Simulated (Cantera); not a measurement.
Charge: 1 mol NH₃, 0.071 mol H₂, a varied amount of O₂, held at 923 K and 1.33 mbar.

Cantera equilibrium calculation (NASA polynomials, part measured and part estimated; ideal gas, pure solids and liquids). Candidate condensed phases: H₂O; 24 gas species. Rates play no part.

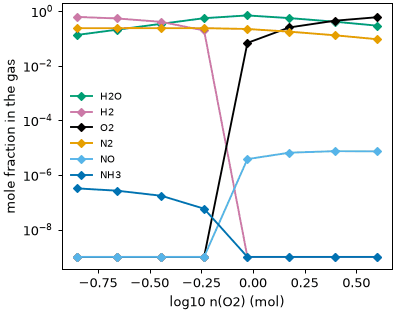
Figure: Equilibrium gas composition (values under 1e-9 drawn at 1e-9)

### Question
Read off the mole fractions at 0.58 mol O₂.

### Answer
H₂O about 0.56, N₂ about 0.24, H₂ about 0.20, NH₃ about 5.8e-8.
